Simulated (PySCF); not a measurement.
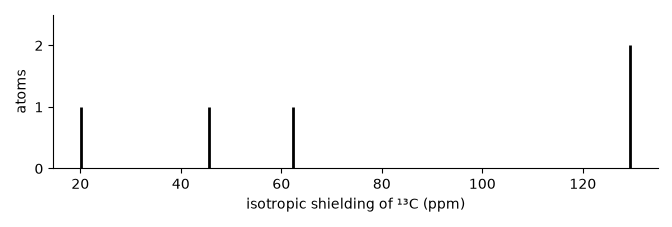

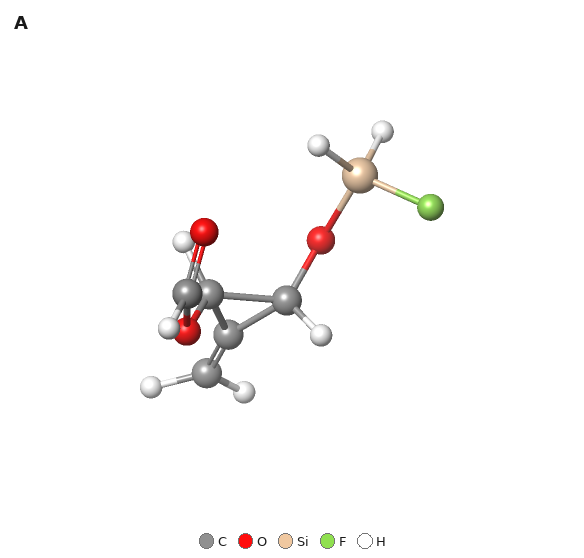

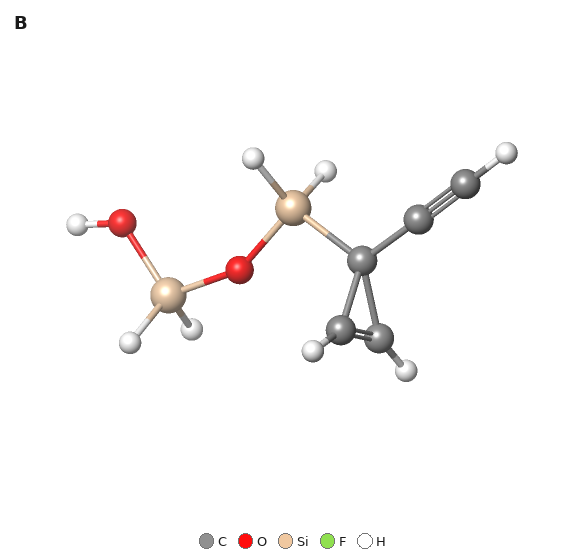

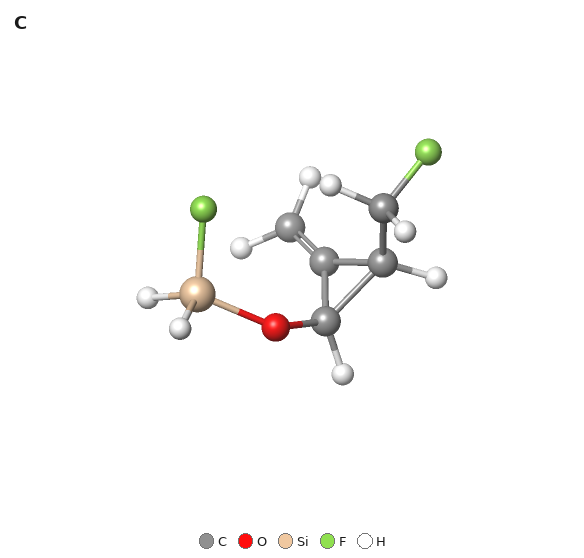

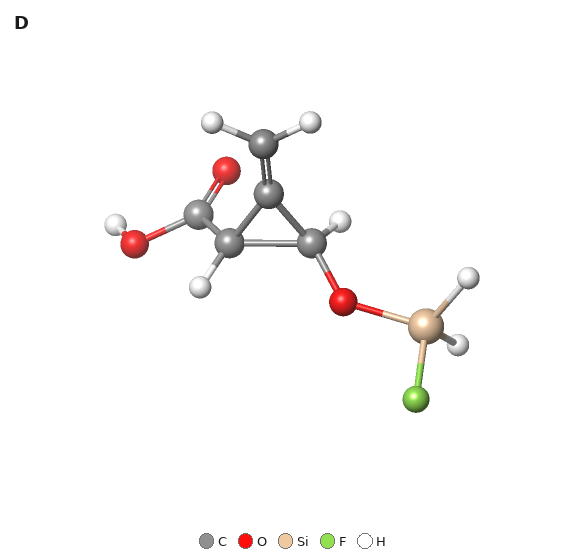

The sticks are computed shieldings of one of the molecules, for one fixed geometry (GFN2-xTB) without averaging over rotations. Low shielding means a high chemical shift. Method: GIAO PBE0/pcSseg-1 NMR shielding, non-relativistic, gas phase (PySCF 2.14.0).

### Which molecule gives this pattern?

A, `C=C1[C@@H](OC=O)[C@@H]1O[SiH2]F`. Its 5 C atoms give lines at 20.1, 45.6, 62.3, 129.5 (2 atoms) ppm.

The geometry is semi-empirical. Around Si such bond lengths and angles can be off by a tenth of an ångström or more and by several degrees, and values that hang on the shape move with them.
